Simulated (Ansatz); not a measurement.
# Series on liquid (Cs,Rb)F, by temperature

How do cells made at different temperatures differ in energy, pressure, forces, levels, charges and cost?

Computed with Ansatz 0.2.0: Kohn-Sham DFT, PBEsol, PAW (set soft_2). Every run is a single point, with the atoms held where the recipe put them (cutoff of the plane-wave runs 420 eV, gaussian smearing of 0.05 eV).

First member: 78 atoms (20 Cs, 19 Rb, 39 F) placed at random at 3.13 g/cm³, melted at 1600 K for 10 ps at fixed volume with the Lennard-Jones and Coulomb ion parameters for SPC/E (Joung and Cheatham, J. Phys. Chem. B 112, 9020 (2008)), full charges. Snapshot at the end of a hold of 15 ps at 1000 K and zero pressure.

Last member: 78 atoms (20 Cs, 19 Rb, 39 F) placed at random at 3.13 g/cm³, melted at 1600 K for 10 ps at fixed volume with the Lennard-Jones and Coulomb ion parameters for SPC/E (Joung and Cheatham, J. Phys. Chem. B 112, 9020 (2008)), full charges. Snapshot at the end of a hold of 15 ps at 1500 K and zero pressure.

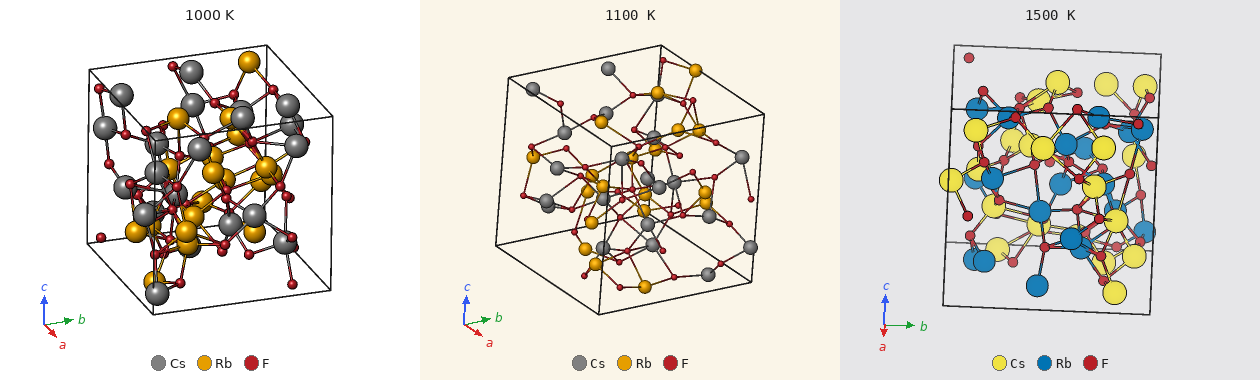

Three members of the series, labelled by temperature. Bonds to atoms that aren't drawn are left out. Some periodic images of atoms are drawn too.

The members:

| temperature (K) | reduced formula | atoms | valence electrons | k-mesh | basis | density (g/cm³) |
| --- | --- | --- | --- | --- | --- | --- |
| 1000 | Cs20Rb19F39 | 78 | 624 | 1×1×1 | plane waves | 3.60 |
| 1100 | Cs20Rb19F39 | 78 | 624 | 1×1×1 | plane waves | 3.19 |
| 1500 | Cs20Rb19F39 | 78 | 624 | 1×1×1 | plane waves | 2.86 |

Each cell is one sample from a classical run, so sample-to-sample scatter enters every column; pressures lack the kinetic term.

The input of the first member, without its atom lines; other members have their own cell and atoms, and may differ in mesh, basis and outputs:

```yaml
crystal:
  lattice:
    - [13.23787, 0.0, 0.0]
    - [0.0, 13.23787, 0.0]
    - [0.0, 0.0, 13.23787]
  atoms:
    [... 78 lines ...]
kpoints:
  mp_grid: { grid: [1, 1, 1] }
hamiltonian:
  xc: pbesol
scf:
  occupations: { method: gaussian, width: 0.05 }
output:
  forces: true
  stress: true
  populations: true
  dos:
    method: { smearing: { sigma: 0.1 } }
    de: 0.1
    projected: { site_lists: { Cs: [Cs], F: [F], Rb: [Rb] } }
  eigenvalues: true
  write_density: true
  write_potential: true
  volumetric_format: npy
```

Results; charges are mean Löwdin charges in e:

| temperature (K) | energy less the first member's (meV/atom) | pressure (GPa) | r.m.s. force (eV/Å) | gap (eV) | q(Rb) | q(F) | q(Cs) |
| --- | --- | --- | --- | --- | --- | --- | --- |
| 1000 | 0.0 | -0.721 | 0.304 | 3.75 | +0.86 | -0.78 | +0.93 |
| 1100 | 27.2 | -1.18 | 0.300 | 3.29 | +0.87 | -0.79 | +0.93 |
| 1500 | 79.7 | -1.29 | 0.337 | 3.06 | +0.88 | -0.79 | +0.93 |

The gap is that between the highest filled and lowest empty Kohn-Sham level on the run's k-points; tail or defect levels can set it. The projection misses up to 0.056 e an atom, so the charges add up to more than the cell's charge.

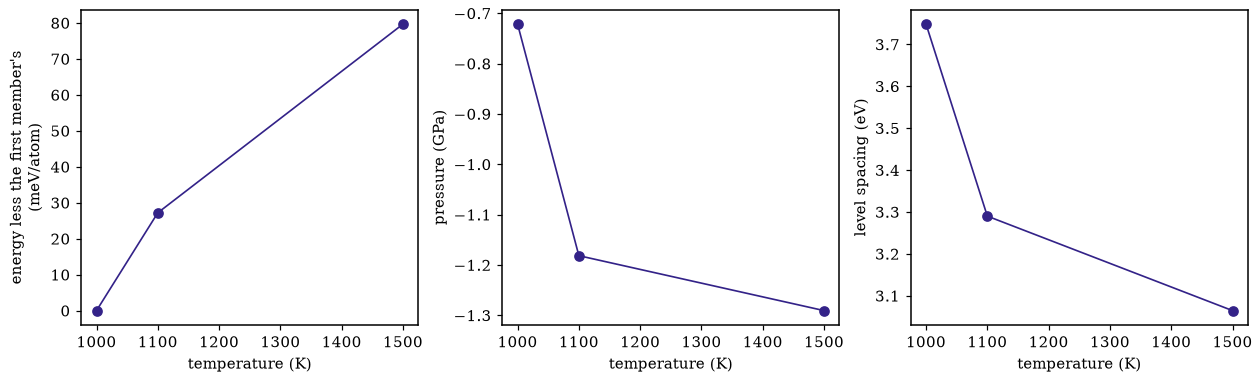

Results against temperature.

Cost on 8 threads of Arm Neoverse V1, shared host:

| temperature (K) | atoms | basis | k-mesh | SCF cycles | time | host memory (GiB) |
| --- | --- | --- | --- | --- | --- | --- |
| 1000 | 78 | plane waves | 1×1×1 | 9 | 22 s | 2.8 |
| 1100 | 78 | plane waves | 1×1×1 | 10 | 24 s | 3.1 |
| 1500 | 78 | plane waves | 1×1×1 | 11 | 30 s | 3.4 |

Times include the outputs that each run asked for, on hosts shared with other jobs.

**Reading.** The energy against the first member goes steadily from 0.0 meV/atom at 1000 to 79.7 meV/atom at 1500 K; each member is a single configuration. The gap goes steadily from 3.75 eV at 1000 to 3.06 eV at 1500 K; in single samples it varies with the configuration. The density spans 2.86 to 3.60 g/cm³, so the columns mix its effect with that of the temperature. The pressure goes steadily from -0.72 GPa at 1000 to -1.3 GPa at 1500 K.

**Limits.** No spin–orbit coupling is included, so levels derived from the heavy atoms are approximate. The network of bonds at the start is that of the classical potential that made the cell, and needn't be the one that DFT or experiment would give. The ion parameters were fitted for water, not for melts, so the density of this cell may lie well off the real melt's. The cells aren't relaxed by DFT, which could reorder their energies.

[Logs are printed without paths, hosts, clocks, repeated set-up lines and the standing remarks that a program may print on its own settings, such as how far it seeks lower states.]

[Hosts, paths, dates, database ids (printed as entryN), source tags and the programs' standing remarks are cut or masked in the printed files.]
